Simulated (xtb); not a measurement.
# Geometry relaxation, with input and output: GeF₄ (part 1 of 2)

GeF₄, computed with GFN-FF (xtb 6.7.1 later snapshot).

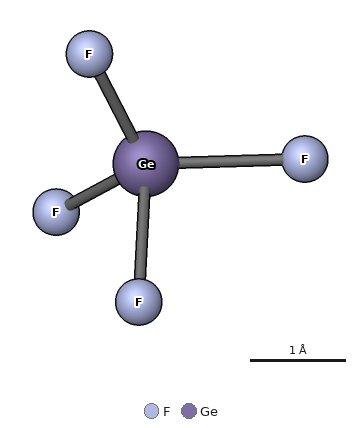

**Figure 1.** The structure as given in the input (ball-and-stick view, seen at a tilt). Sticks mark near contacts.

The input (coord)
```
$coord
     -0.809407493700      0.125950246206      3.029230977775  f
      0.089837579965      0.072867839366     -0.296120083729  ge
      2.485386696369     -2.079851470024     -0.208776942249  f
     -2.535199877014     -0.888398045709     -1.548838429005  f
      0.800034452122      2.848535365738     -0.910281074232  f
$end
```

File .CHRG
```
0
```

File .UHF
```
0
```

Run as:
```bash
xtb coord --gff --opt lax | tee coord.out
```

Output
```
* xtb version 6.7.1
   ID    Z sym.   atoms
    1    9 f      1, 3-5
    2   32 ge     2

           -------------------------------------------------
          |                Calculation Setup                |
           -------------------------------------------------

          program call               : xtb coord --gff --opt lax
          coordinate file            : coord
          omp threads                :                     1

          charge from .CHRG file: 0

          ==================== Thresholds ====================
          CN  :   150.00000
          rep :   500.00000
          disp:  2500.00000
          HB1 :   250.00000
          HB2 :   450.00000

          Pauling EN used:
          Z : 9  EN :  3.98
          Z :32  EN :  2.01
          electric field strengths (au): 0.000

           -------------------------------------------------
          |           Force Field Initialization            |
           -------------------------------------------------

          distances ...
          ----------------------------------------
          generating topology and atomic info file ...
          pair mat ...
          computing topology distances matrix with Floyd-Warshall algo ...
          making topology EEQ charges ...
          #fragments for EEQ constrain: 1
          ----------------------------------------
          generating topology and atomic info file ...
          pair mat ...
          computing topology distances matrix with Floyd-Warshall algo ...
          making topology EEQ charges ...
          #fragments for EEQ constrain: 1
          rings ...
          # BATM   0
          # H in HB   0

  atom   neighbors  erfCN metchar sp-hybrid imet pi  qest     coordinates
    1  f       1    0.97   0.00         0    0    0  -0.141   -0.809407    0.125950    3.029231
    2  ge      4    3.49   0.01         3    0    0   0.564    0.089838    0.072868   -0.296120
    3  f       1    0.98   0.00         0    0    0  -0.141    2.485387   -2.079851   -0.208777
    4  f       1    0.98   0.00         0    0    0  -0.141   -2.535200   -0.888398   -1.548838
    5  f       1    0.98   0.00         0    0    0  -0.141    0.800034    2.848535   -0.910281

          #atoms :   5
          #bonds :   4
          #angl  :   6
          #tors  :   0
          #nmol  :   1
          #optfrag :   1
           -------------------------------------------------
          |                   G F N - F F                   |
          |          A general generic force-field          |
          |                  Version 1.0.3                  |
           -------------------------------------------------
          Number of HB bonds (bound hydrogen)     0
          Number of HB bonds (unbound hydrogen)   0
          Number of XB bonds                      0

 E+G (total)                   0 d,  0 h,  0 min,  0.000 sec
 distance/D3 list               ...        0 min,  0.000 sec (  1.758%)
 non bonded repulsion           ...        0 min,  0.000 sec (  5.147%)
 dCN                            ...        0 min,  0.000 sec (  3.236%)
 EEQ energy and q               ...        0 min,  0.000 sec ( 19.476%)
 D3                             ...        0 min,  0.000 sec (  9.735%)
 EEQ gradient                   ...        0 min,  0.000 sec (  4.142%)
 bonds                          ...        0 min,  0.000 sec ( 11.587%)
 bend and torsion               ...        0 min,  0.000 sec (  7.373%)
 bonded ATM                     ...        0 min,  0.000 sec (  0.967%)
 HB/XB (incl list setup)        ...        0 min,  0.000 sec ( 22.583%)

         :::::::::::::::::::::::::::::::::::::::::::::::::::::
         ::                     SUMMARY                     ::
         :::::::::::::::::::::::::::::::::::::::::::::::::::::
         :: total energy              -0.300598735492 Eh    ::
         :: gradient norm              0.163396537521 Eh/a0 ::
         ::.................................................::
         :: bond energy               -0.280297987116 Eh    ::
         :: angle energy               0.020470064578 Eh    ::
         :: torsion energy             0.000000000000 Eh    ::
         :: repulsion energy           0.041315915308 Eh    ::
         :: electrostat energy        -0.080822682614 Eh    ::
         :: dispersion energy         -0.001264045648 Eh    ::
         :: HB energy                  0.000000000000 Eh    ::
         :: XB energy                  0.000000000000 Eh    ::
         :: bonded atm energy          0.000000000000 Eh    ::
         :: external energy            0.000000000000 Eh    ::
         :: add. restraining           0.000000000000 Eh    ::
         :: total charge               0.000000000000 e     ::
         :::::::::::::::::::::::::::::::::::::::::::::::::::::

      -----------------------------------------------------------
     |                   =====================                   |
     |                        A N C O P T                        |
     |                   =====================                   |
     |               Approximate Normal Coordinate               |
     |                Rational Function Optimizer                |
      -----------------------------------------------------------

          ...................................................
          :                      SETUP                      :
          :.................................................:
          :   optimization level               lax          :
          :   max. optcycles                   200          :
          :   ANC micro-cycles                  20          :
          :   degrees of freedom                 9          :
          :.................................................:
          :   RF solver                   davidson          :
          :   write xtbopt.log                true          :
          :   linear?                        false          :
          :   energy convergence         0.2000000E-04 Eh   :
          :   grad. convergence          0.2500000E-02 Eh/α :
          :   maximum RF displ.          1.0000000          :
          :   Hlow (freq-cutoff)         0.1000000E-01      :
          :   Hmax (freq-cutoff)         5.0000000          :
          :   S6 in model hess.         20.0000000          :
          ...................................................

generating ANC from exact Hessian ...
Using GFN-FF Lindh-Hessian
 Shifting diagonal of input Hessian by    0.0000000000000000
 Lowest  eigenvalues of input Hessian
    0.000000    0.000000    0.000000    0.000000    0.000000    0.000000
    0.115531    0.154380    0.214625    0.344238    0.446773    0.705217
    1.197958    2.208179    2.630467
 Highest eigenvalues
    0.344238    0.446773    0.705217    1.197958    2.208179    2.630467

........................................................................
.............................. CYCLE    1 ..............................
........................................................................
     iter. time                 ...        0 min,  0.000 sec
 * total energy  :    -0.3005987 Eh     change        0.0000000E+00 Eh
   gradient norm :     0.1633965 Eh/α   predicted     0.0000000E+00 (   0.00%)
   displ. norm   :     0.1179806 α      lambda       -0.1646446E-01
   maximum displ.:     0.0875254 α      in ANC's #7, #2, #9, ...

........................................................................
.............................. CYCLE    2 ..............................
........................................................................
     iter. time                 ...        0 min,  0.000 sec
 * total energy  :    -0.3144427 Eh     change       -0.1384398E-01 Eh
   gradient norm :     0.1103437 Eh/α   predicted    -0.8346820E-02 ( -39.71%)
   displ. norm   :     0.2591593 α      lambda       -0.2359686E-01
   maximum displ.:     0.1841133 α      in ANC's #7, #2, #9, ...

........................................................................
.............................. CYCLE    3 ..............................
........................................................................
     iter. time                 ...        0 min,  0.000 sec
 * total energy  :    -0.3267216 Eh     change       -0.1227893E-01 Eh
   gradient norm :     0.0204043 Eh/α   predicted    -0.1259085E-01 (   2.54%)
   displ. norm   :     0.0506851 α      lambda       -0.6334024E-03
   maximum displ.:     0.0414960 α      in ANC's #3, #2, #6, ...

........................................................................
.............................. CYCLE    4 ..............................
........................................................................
     iter. time                 ...        0 min,  0.000 sec
 * total energy  :    -0.3272324 Eh     change       -0.5107493E-03 Eh
   gradient norm :     0.0131495 Eh/α   predicted    -0.3175142E-03 ( -37.83%)
   displ. norm   :     0.0860814 α      lambda       -0.6982589E-03
   maximum displ.:     0.0752973 α      in ANC's #3, #2, #9, ...

........................................................................
.............................. CYCLE    5 ..............................
........................................................................
     iter. time                 ...        0 min,  0.000 sec
 * total energy  :    -0.3276174 Eh     change       -0.3850162E-03 Eh
   gradient norm :     0.0053748 Eh/α   predicted    -0.3517152E-03 (  -8.65%)
   displ. norm   :     0.0173602 α      lambda       -0.5103221E-04
   maximum displ.:     0.0156015 α      in ANC's #3, #6, #2, ...
```
